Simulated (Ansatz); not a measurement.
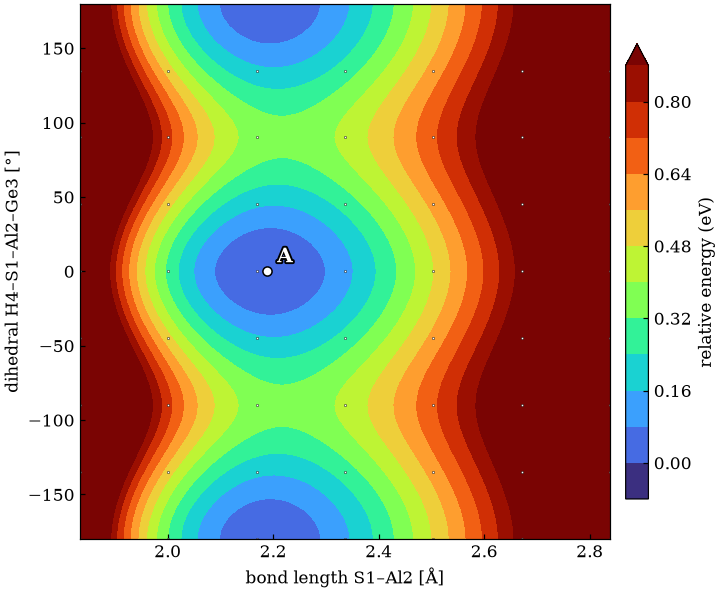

AlGeH₅S, SMILES [SH][AlH][GeH3]. Coordinates scanned: (1) bond length S1–Al2; (2) dihedral H4–S1–Al2–Ge3. Nothing is relaxed (all other coordinates rigid). The grid has 7 × 8 points; 36 points were computed and 20 follow by symmetry. Energies are in eV, from the relaxed molecule at the same level. Theory: Ansatz 0.2.0, RKS PBE0-D4/def2-TZVP.

In the figure: filled contours, dots at the grid points, one colour for all values above the top of the scale, the point A. Between grid points the surface is interpolated.

> Find the lowest pass out of the well at A.

The easiest path leads from the well at bond length S1–Al2 = 2.169 Å, dihedral H4–S1–Al2–Ge3 = 0° to the well at bond length S1–Al2 = 2.169 Å, dihedral H4–S1–Al2–Ge3 = −180°, about 0.013 eV higher (on a rigid scan; wells that are mirror images or exchange like atoms can differ by this much). Its highest point lies about 0.35 eV above the bottom of the first well on the interpolated surface, at about bond length S1–Al2 = 2.22 Å, dihedral H4–S1–Al2–Ge3 = −90°. The start is the relaxed structure and all else is held, so a fully relaxed path at this level can only be lower.

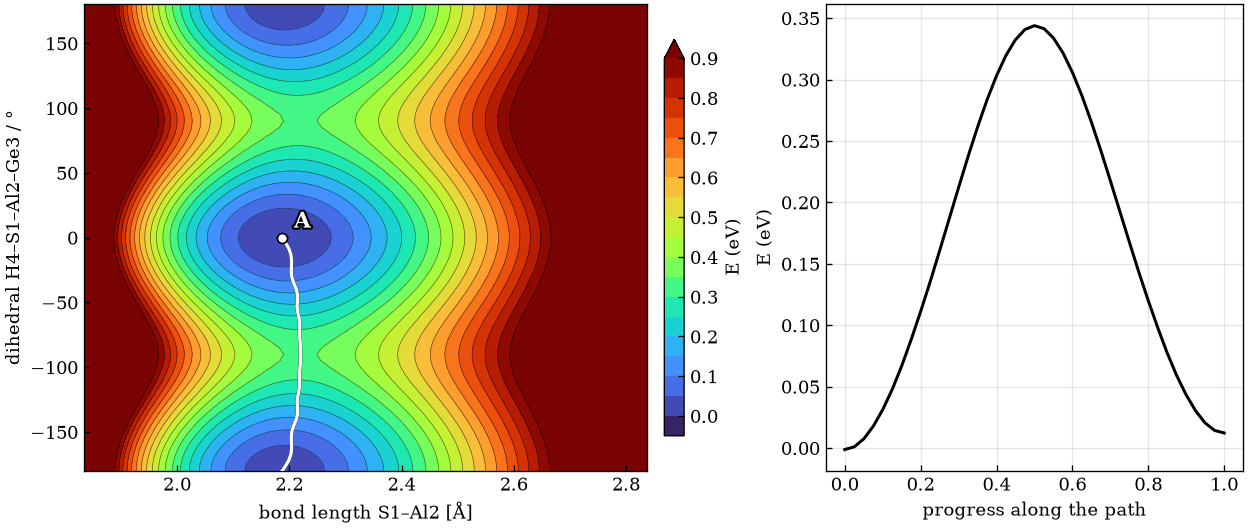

In the figure: filled contours, a line along the lowest path, one colour for all values above the top of the scale, the energy along the path at the right. Between grid points the surface is interpolated.
